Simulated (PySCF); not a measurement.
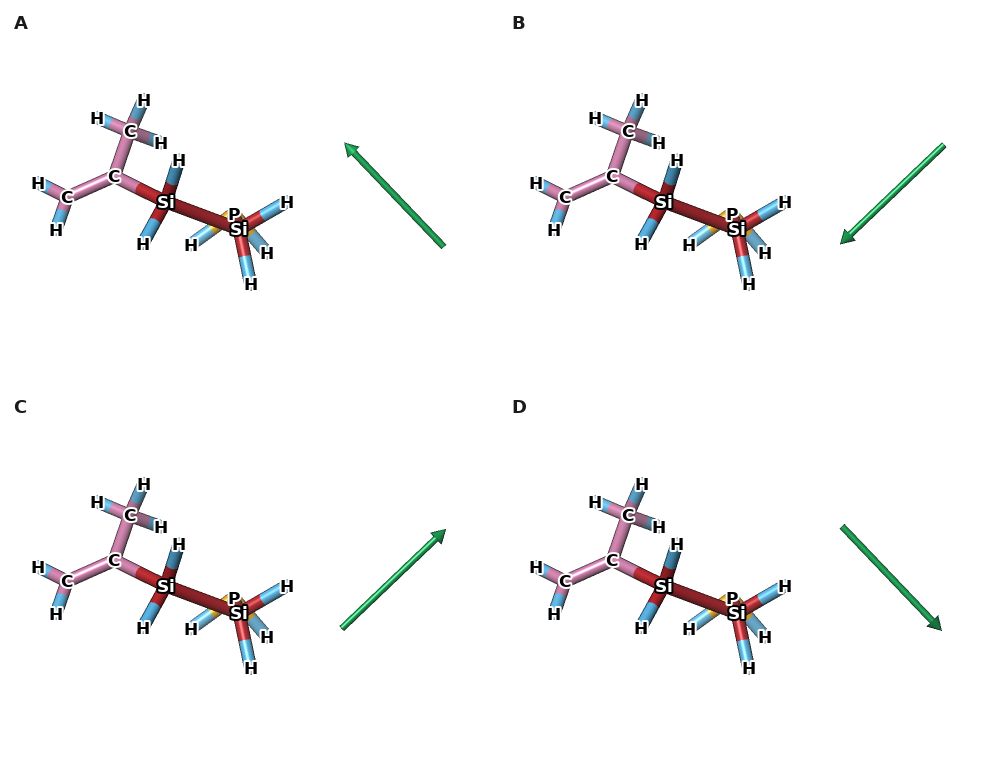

The same molecule four times, each with an arrow. Computed geometry: GFN2-xTB optimisation. No frequency run is at hand to confirm it as a minimum. Method: PBE0/pcSseg-1, gas phase (PySCF 2.14.0).

**Which arrow points along the dipole moment, from the negative to the positive end?**

B. The dipole moment is 0.79 D.

The geometry is semi-empirical. Around P, Si such bond lengths and angles can be off by a tenth of an ångström or more and by several degrees, and values that hang on the shape move with them.
